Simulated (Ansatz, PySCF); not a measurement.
Breaking the Ge1–Br3 bond in BrFGe (SMILES [F][Ge][Br]) (multiplicity 1 held, fragments rigid). Energies count from the point at 2.367 Å.
Geometry at that point (charge 0, multiplicity 1):
```xyz
3

Ge     0.5401    -0.4560     0.8125
F      1.4905    -1.3280    -0.3878
Br    -0.8771     0.7584    -0.6431
```

R- and RO- levels are restricted; in cc, def2 and unpolarised 6-31G sets they are followed outwards from rest. Unrestricted levels (U-) break spin symmetry where that is lower. Active spaces are followed from a long bond inwards. Curves can end on different states.

Frozen-core correlation. Filled d and f shells under p-block atoms count as core. Rows in 3-21G carry no dispersion term and start afresh at each structure; the Pople sets are all-electron and without relativity.

The values were computed with Ansatz (an electronic-structure program); PySCF for 3-21G rows. 

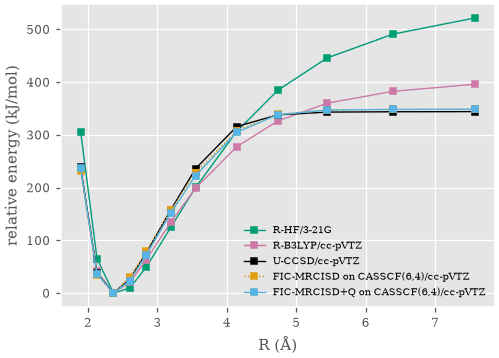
*Relative energy along the coordinate*

### Question
Read off the R-HF/3-21G curve at R = 1.894.

### Answer
about 310 kJ/mol

Doubts at one or more of the structures used: a restricted determinant that unrestricted orbitals would lower (R-HF/3-21G, R-B3LYP/cc-pVTZ); a spin-contaminated determinant (U-CCSD/cc-pVTZ); T1 above 0.05 (U-CCSD/cc-pVTZ); active orbitals that take no part (FIC-MRCISD on CASSCF(6,4)/cc-pVTZ, FIC-MRCISD+Q on CASSCF(6,4)/cc-pVTZ).
